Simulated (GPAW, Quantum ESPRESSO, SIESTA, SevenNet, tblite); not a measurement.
# Predicting plane-wave site energies from SIESTA DZP, PBE: a vacancy of Zr in Ta(100)/ZrC(100) interface (56 atoms)

The cell holds 56 atoms: 24 Ta, 16 Zr and 16 C. Cell: a = 13.619 Å, b = 6.606 Å, c = 11.983 Å, α = 90.0°, β = 90.0°, γ = 104.0°. Bcc Ta(100), 3 repeat layers, 8 surface cells, strained -0.00 and +0.00 %; rock-salt ZrC(100), 2 layers, 8 cells, -0.57 and -0.57 %; outer planes 3.13 Å apart and 3.19 Å at the second interface of the periodic stack; not relaxed, displaced by a Gaussian of 0.02 Å. Then the atoms were relaxed with SevenNet 0 in the fixed cell. Regions: Ta, 24 atoms (24 Ta); ZrC, 32 atoms (16 Zr and 16 C).

Calculated with Quantum ESPRESSO 7.5: PBE; plane waves, SSSP efficiency, 45/360 Ry; k-points Γ. The cheaper level is PBE; DZP orbitals, shift 0.01 Ry, mesh 300 Ry; k-points Γ. Each row is one cell with a vacancy of Zr, relaxed with SevenNet 0; both levels solve the same cells, and energies are counted from site Zr41 at each level.

```
energy from SIESTA DZP, PBE (eV)  energy from plane waves (eV)  site
                           0.000                             0  Zr41
                           1.045                             ?     ?
                           1.087                         1.257  Zr35
                           1.216                         1.326  Zr25
```

Task: Fit a straight line to the rows given and interpolate to the withheld row.

Worked fit:

Take u as the energy from SIESTA DZP, PBE and v as that from plane waves.

```
 u (eV)   v (eV)
      0        0
1.08695  1.25682
1.21604  1.32585
```

With n = 3: mean u = 0.767662, mean v = 0.860890, Σ(u − ū)² = 0.89229, Σ(u − ū)(v − v̄) = 0.99576. Slope b = 0.99576 / 0.89229 = 1.1160; intercept a = v̄ − b ū = 0.0042058.

At the withheld site u = 1.045, and v = a + b u.

Prediction at 1.045: 1.170 eV. The run gave 1.211 eV, so the fit is low by 0.042 eV (3.4 % of the value).

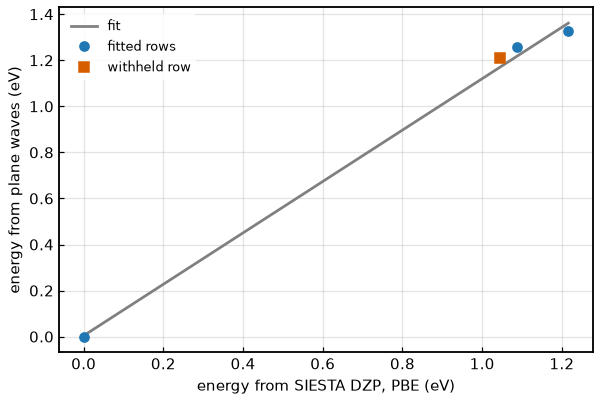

The fit, the rows that it rests on and the withheld row.

The slope of 1.1 says that SIESTA DZP, PBE spreads the sites about as widely as plane waves do. Taken as it stands, without the line, its value misses the withheld site by 0.17 eV. Among the rows given, the largest miss of the fit is at 1.087, by 0.040 eV (3.0 % of the range of the table).

Limits: Few sites, one cell. The geometries are those of SevenNet 0, not of DFT.

[Logs are printed without paths, hosts, clocks, repeated set-up lines and the standing remarks that a program may print on its own settings, such as how far it seeks lower states.]

[Hosts, paths, dates, database ids (printed as entryN), source tags and the programs' standing remarks are cut or masked in the printed files.]
